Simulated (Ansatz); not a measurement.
Band structure of BP (P6_3mc, 4 atoms in the cell).

```xyz
4
Lattice="3.1883 0.0000 0.0000 -1.5942 2.7612 0.0000 0.0000 0.0000 5.2901" Properties=species:S:1:pos:R:3 pbc="T T T"
B      1.5942     0.9204     2.6472
B      0.0000     1.8408     0.0022
P      1.5942     0.9204     4.6266
P      0.0000     1.8408     1.9816
```

Method of the run: LDA (PW92), default PAW files made with PBE (plane waves; Ansatz, a program for electronic structure).

Settings: basis.ecutwfc = 30.9 Ry; kpoints.mp_grid.grid = 10 10 5; hamiltonian.xc = lda; hamiltonian.pseudopotentials = {kind: paw} (the program's default PAW files); scf.occupations.method = fixed; kpoints.band_path.npoints = 8.

The starting cell comes from a database of computed structures (which also holds hypothetical and non-ambient phases and stackings), without a prior relaxation at this level.

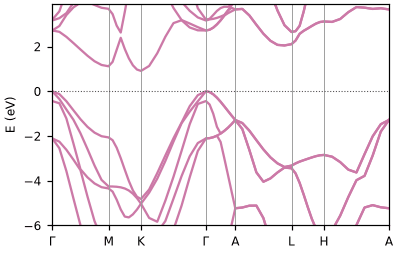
Figure. Bands along the path, energies from the top of the valence band on the path.

**Question.** Read off roughly the gap and where its edges lie.

**Answer.** The gap along the path is about 0.9 eV (computed: 0.91 eV), from Γ to K; the smallest direct gap on it is 2.72 eV.

Levels in eV from the top of the valence band on the path, bands 5 to 11:
```csv
point,5,6,7,8,9,10,11
Γ,-2.11,-0.44,0.00,0.00,2.72,2.72,3.17
M,-6.41,-4.34,-4.25,-2.06,1.12,3.69,4.44
K,-7.30,-5.03,-5.03,-4.81,0.91,7.26,7.26
A,-1.28,-1.28,-1.28,-1.28,3.66,3.66,4.12
L,-3.44,-3.44,-3.32,-3.32,2.11,2.11,2.65
H,-6.51,-6.51,-2.85,-2.85,3.12,3.12,4.76
```

Keys are those of Ansatz 0.2.
